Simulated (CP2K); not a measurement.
**CH2F2GeO (SMILES O=[CH][GeH]([F])[F]): PM6**

Aim: the vertical ionisation energy of CH2F2GeO at PM6, from 2 runs. 

The results are computed with CP2K 2026.2.

3 further runs of the same task are left out: 3 set aside as unsound or not needed.

## Step 1: The structure to begin with

The species is CH2F2GeO (7 atoms), meant as a singlet with charge 0. As SMILES, `O=[CH][GeH]([F])[F]`. Geometry: a GFN2-xTB relaxation, a rough one for these elements and not checked as a minimum. This is one conformer, not always the lowest.

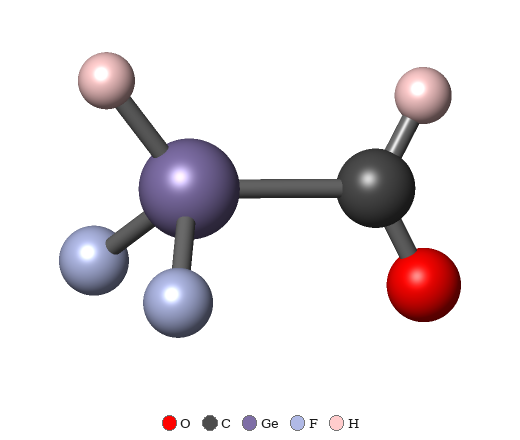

Viewed from a chosen angle; oxygen red, carbon dark grey, germanium purple, fluorine light blue, hydrogen pink.

## Step 2: Energy and gradient at PM6

File molecule.inp:

```
&GLOBAL
  PROJECT molecule
  RUN_TYPE ENERGY_FORCE
  PRINT_LEVEL MEDIUM
&END

&FORCE_EVAL
  METHOD QS
  &DFT
    CHARGE 0
    MULTIPLICITY 1
    &QS
      METHOD PM6
      EPS_DEFAULT 1.0E-10
      &SE
        &COULOMB
          CUTOFF [angstrom] 50
          RC_RANGE [angstrom] 0
        &END
        &EXCHANGE
          CUTOFF [angstrom] 50
          RC_RANGE [angstrom] 0
        &END
      &END
    &END
    &POISSON
      PERIODIC NONE
      POISSON_SOLVER ANALYTIC
    &END
    &SCF
      SCF_GUESS ATOMIC
      EPS_SCF 1.0E-07
      MAX_SCF 150
      ADDED_MOS 4
      &DIAGONALIZATION
        ALGORITHM STANDARD
      &END
      &MIXING
        METHOD DIRECT_P_MIXING
        ALPHA 0.4
      &END
    &END
    &PRINT
      &MOMENTS
        PERIODIC F
        REFERENCE COM
        MAX_MOMENT 1
      &END
      &MO ON
        ENERGIES T
        OCCUPATION_NUMBERS T
        NDIGITS 6
        &EACH
          QS_SCF 0
        &END
        ADD_LAST NUMERIC
      &END
      &HIRSHFELD OFF
      &END
    &END
  &END
  &SUBSYS
    &CELL
      ABC [angstrom] 15.6 15.1 15.4
      PERIODIC NONE
    &END
    &COORD
      O     -1.737120     1.212470    -0.021600
      C     -0.826640     0.843100     0.633850
      Ge     0.570910    -0.466700    -0.195420
      F     -0.288700    -1.869720    -0.770130
      F      1.098840     0.193010    -1.719130
      H     -0.662560     1.145760     1.677220
      H      1.845270    -1.057930     0.395210
    &END
    &TOPOLOGY
      &CENTER_COORDINATES
      &END
    &END
  &END
  &PRINT
    &FORCES ON
    &END
  &END
&END
```

Launch:

```sh
OMP_NUM_THREADS=1 cp2k.psmp molecule.inp > molecule.out
```

The log of the run, shortened:

```text
CP2K| version string:                                       CP2K version 2026.2
[...]
 GLOBAL| Method name                                                        CP2K
[...]
 GLOBAL| Run type                                                   ENERGY_FORCE
[...]
                             - Atoms:                                          7
[...]
                             - Spherical basis functions:                     22
[...]
 Number of electrons:                                                         30
[...]
     1 P_Mix/Diag. 0.40E+00    0.0     0.75288970       -49.0451974977 -4.90E+01
[...]
    23 DIIS/Diag.  0.85E-07    0.0     0.00000009       -53.8063514511 -1.63E-13
  *** SCF run converged in    23 steps ***
  Core-core repulsion energy [eV]:                           1881.24811089370610
  Core Hamiltonian energy [eV]:                             -2465.19959719615190
  Two-electron integral energy [eV]:                        -1760.38759390853215
  Electronic energy [eV]:                                   -3345.39339415041786
  Total energy [eV]:                                        -1464.14528325671176
  Atomic reference energy [eV]:                              1457.84179017653901
  Heat of formation [kcal/mol]:                              -145.36201520037369
[...]
 SE_DIPOLE| Moment [Debye]         -2.17109519      -0.88216785      -5.29816895
 SE_DIPOLE| Derivative [a.u.]       0.00000000       0.00000000       0.00000000
 ENERGY| Total FORCE_EVAL ( QS ) energy [hartree]            -53.806351451102081
 FORCES| Atomic forces [hartree/bohr]
 FORCES|   Atom     x               y               z               |f|
 FORCES|      1 -2.05551772E-02  1.01573984E-02 -1.07086892E-02   2.53054160E-02
 FORCES|      2  3.55530042E-02 -2.65428330E-02 -3.72401164E-03   4.45242221E-02
 FORCES|      3  1.36990932E-03  3.27217221E-03  1.02762601E-02   1.08713056E-02
 FORCES|      4 -5.02505721E-03  4.59105132E-04  2.48134450E-03   5.62308172E-03
 FORCES|      5 -1.67865868E-03  5.30013425E-03  3.56098072E-04   5.57100743E-03
 FORCES|      6  1.99416795E-03 -1.06713553E-03  5.78900945E-04   2.33465423E-03
 FORCES|      7 -1.16581884E-02  8.42115856E-03  7.40097158E-04   1.44005907E-02
 FORCES| Sum    -9.64506253E-16  8.88178420E-16 -5.55111512E-16
 FORCES| Total atomic force                                       1.42382654E-15
[...]
```

Wall time 0.97 s (1 thread of Intel Xeon 6975P-C (Granite Rapids), shared host); peak memory 0.18 GiB.

## Step 3: The doublet cation, same level

File molecule.inp:

```
&GLOBAL
   PROJECT molecule
   RUN_TYPE ENERGY_FORCE
   PRINT_LEVEL MEDIUM
&END GLOBAL
&FORCE_EVAL
   METHOD Quickstep
   &DFT
      CHARGE 1
      MULTIPLICITY 2
      UNRESTRICTED_KOHN_SHAM T
      &QS
         METHOD PM6
         EPS_DEFAULT 1.0E-10
         &SE
            &COULOMB
               CUTOFF [angstrom] 50
               RC_RANGE [angstrom] 0
            &END COULOMB
            &EXCHANGE
               CUTOFF [angstrom] 50
               RC_RANGE [angstrom] 0
            &END EXCHANGE
         &END SE
      &END QS
      # isolated system
      &POISSON
         PERIODIC NONE
         POISSON_SOLVER ANALYTIC
      &END POISSON
      # self-consistent field
      &SCF
         SCF_GUESS ATOMIC
         EPS_SCF 1.0E-07
         MAX_SCF 50
         &OT
            MINIMIZER DIIS
            PRECONDITIONER FULL_ALL
         &END OT
         &OUTER_SCF
            EPS_SCF 1.0E-07
            MAX_SCF 8
         &END OUTER_SCF
      &END SCF
      # extra output
      &PRINT
         &MOMENTS
            PERIODIC F
            REFERENCE COM
            MAX_MOMENT 1
         &END MOMENTS
         &MO_CUBES
            NLUMO 5
            NHOMO -1
            WRITE_CUBE F
         &END MO_CUBES
         &HIRSHFELD OFF
         &END HIRSHFELD
      &END PRINT
   &END DFT
   &SUBSYS
      # box in angstrom
      &CELL
         ABC 15.6 15.1 15.4
         PERIODIC NONE
      &END CELL
      &COORD
         O     -1.737120     1.212470    -0.021600
         C     -0.826640     0.843100     0.633850
         Ge     0.570910    -0.466700    -0.195420
         F     -0.288700    -1.869720    -0.770130
         F      1.098840     0.193010    -1.719130
         H     -0.662560     1.145760     1.677220
         H      1.845270    -1.057930     0.395210
      &END COORD
      &TOPOLOGY
         &CENTER_COORDINATES
         &END CENTER_COORDINATES
      &END TOPOLOGY
   &END SUBSYS
   &PRINT
      &FORCES ON
      &END FORCES
   &END PRINT
&END FORCE_EVAL
```

Launch:

```sh
OMP_NUM_THREADS=1 cp2k.psmp molecule.inp > molecule.out
```

The log of the run, shortened:

```text
CP2K| version string:                                       CP2K version 2026.2
[...]
 GLOBAL| Method name                                                        CP2K
[...]
 GLOBAL| Run type                                                   ENERGY_FORCE
[...]
                             - Atoms:                                          7
[...]
                             - Spherical basis functions:                     22
[...]
 Number of electrons:                                                         15
[...]
     1 OT DIIS     0.15E+00    0.0     0.18934752       -49.2301925860 -4.92E+01
[...]
     6 OT DIIS     0.15E+00    0.0     0.00000005       -53.4718711218 -1.08E-11
  *** SCF run converged in     6 steps ***
  Core-core repulsion energy [eV]:                           1881.24811089370610
  Core Hamiltonian energy [eV]:                             -2418.41715102760600
  Two-electron integral energy [eV]:                        -1835.74914097673081
  Electronic energy [eV]:                                   -3336.29172151597140
  Total energy [eV]:                                        -1455.04361062226531
  Atomic reference energy [eV]:                              1457.84179017653901
  Heat of formation [kcal/mol]:                                64.52755856607993
[...]
 SE_DIPOLE| Moment [Debye]          1.29351071      -4.14927197      -7.23993934
 SE_DIPOLE| Derivative [a.u.]       0.00000000       0.00000000       0.00000000
[...]
 ENERGY| Total FORCE_EVAL ( QS ) energy [hartree]            -53.471871121751619
 FORCES| Atomic forces [hartree/bohr]
 FORCES|   Atom     x               y               z               |f|
 FORCES|      1 -9.33156136E-03  2.33627055E-03 -1.03931906E-02   1.41617304E-02
 FORCES|      2  3.38258297E-03 -3.50054838E-03 -2.60794441E-03   5.52241619E-03
 FORCES|      3  3.27947644E-02 -3.62409355E-02 -2.99586388E-02   5.73273234E-02
 FORCES|      4 -2.74486429E-03  1.93465634E-02  9.81280517E-03   2.18658396E-02
 FORCES|      5 -1.31732824E-02  3.79654825E-03  1.70343232E-02   2.18658939E-02
 FORCES|      6  5.94454162E-03 -1.72875705E-04  9.85871518E-03   1.15135453E-02
 FORCES|      7 -1.68721809E-02  1.44349774E-02  6.25393023E-03   2.30683919E-02
 FORCES| Sum    -7.77156117E-16  1.38777878E-17 -5.55111512E-16
 FORCES| Total atomic force                                       9.55150781E-16
[...]
```

Wall time 1.6 s (1 thread of Intel Xeon 6975P-C (Granite Rapids), shared host); peak memory 0.18 GiB.

## Step 4: Results

At PM6:

| quantity | value |
| --- | --- |
| singlet CH2F2GeO: total energy | -53.80635 Eh |
| singlet CH2F2GeO: dipole moment | 5.79 D |
| singlet CH2F2GeO: HOMO energy | -9.71 eV |
| singlet CH2F2GeO: LUMO energy | -0.64 eV |
| singlet CH2F2GeO: HOMO–LUMO gap | 9.06 eV |
| singlet CH2F2GeO: heat of formation at this unrelaxed shape | -145.4 kcal/mol |
| singlet CH2F2GeO: largest force on an atom | 2.290 eV/Å |
| doublet cation: total energy | -53.47187 Eh |
| doublet cation: heat of formation at this unrelaxed shape | 64.5 kcal/mol |
| doublet cation: largest force on an atom | 2.948 eV/Å |
| vertical ionisation energy (to the doublet cation) | 9.102 eV |

Removing an electron at fixed nuclei costs 9.10 eV (210 kcal/mol). The largest force (singlet CH2F2GeO) is 2.29 eV/Å: the shape isn't a stationary point for this species at this level.
